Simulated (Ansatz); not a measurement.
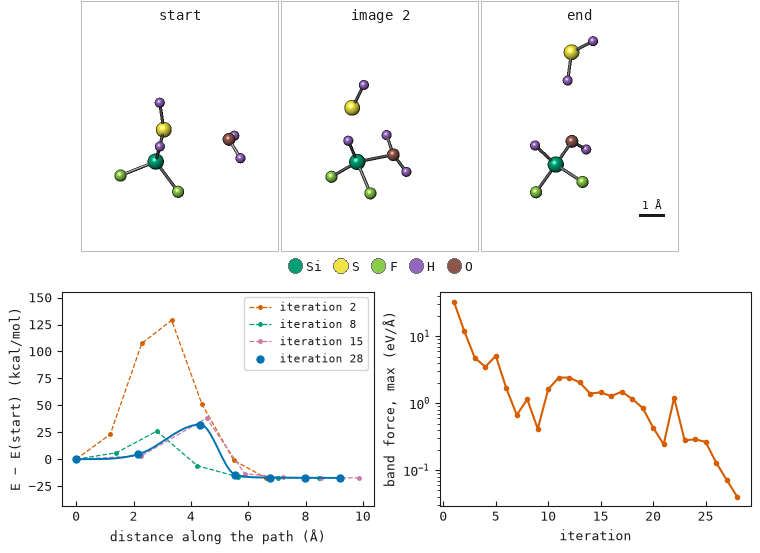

A search for the minimum-energy path of SiH₄SOF₂, made up at the start of SiH2SF2 and H2O by the nudged elastic band. Images are numbered from 0 (start) to 6 (end). The plot follows the band through its iterations. Style: ball-and-stick. Shown at a tilt.

Theory: RHF/def2-mTZVP in Ansatz. Run with 5 movable images; climbing image; force threshold 0.05 eV/Å; iteration limit 60; starting path by straight interpolation.

Did the band converge, and can the barrier be trusted?

The run is converged, with reservations. The band converged in 28 iterations. The largest component of the band force went from 33 to 0.041 eV/Å. The climbing image converged on the top of the path. Its curvatures weren't checked. The straight starting path can push atoms close together and costs iterations. The first iteration put the highest image at 323.2 kcal/mol. The highest point, image 2, lies 32.1 kcal/mol above the start and 49.5 kcal/mol above the end; the end is at −17.4 kcal/mol relative to the start.

Limits of the set-up: the start holds two separate molecules, 3.0 Å apart at their closest, whose relative position is a soft coordinate and is computed without a dispersion correction; Hartree-Fock leaves out electron correlation.

The run took 3.3 min on 2 threads of AMD EPYC 7B13 (Zen 3), on a shared host, peak memory 0.27 GiB.
